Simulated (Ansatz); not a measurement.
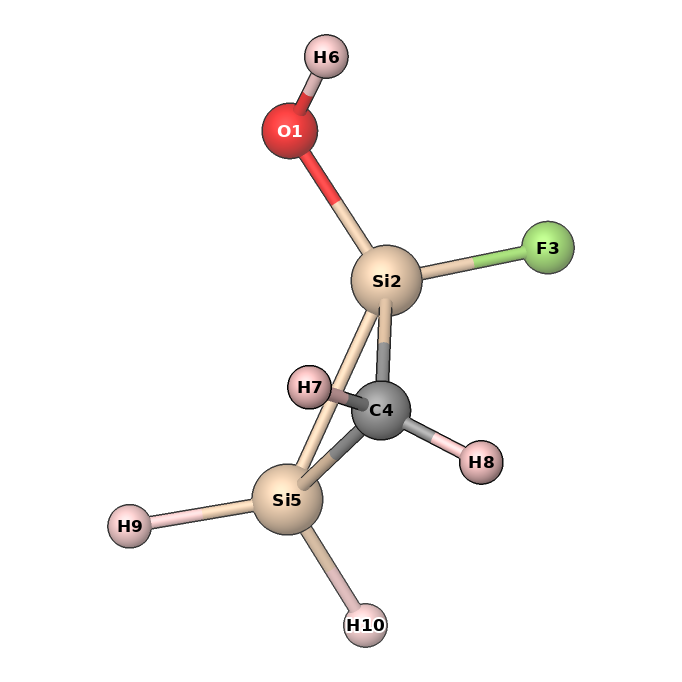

Atoms fade into the background with distance from the viewer. The computed structure is the end point of a PBE-D4/def2-SVP optimisation. No frequency run is at hand to confirm it as a minimum.

Question: Find the stereocentres and stereogenic double bonds.

Answer: Centres: Si2.

Question: What are the Cahn–Ingold–Prelog descriptors?

Answer: Si2: R (priorities Si5 > F3 > O1 > C4).

Question: Give a SMILES with the stereochemistry.

Answer: O[Si@@]1(F)C[SiH2]1
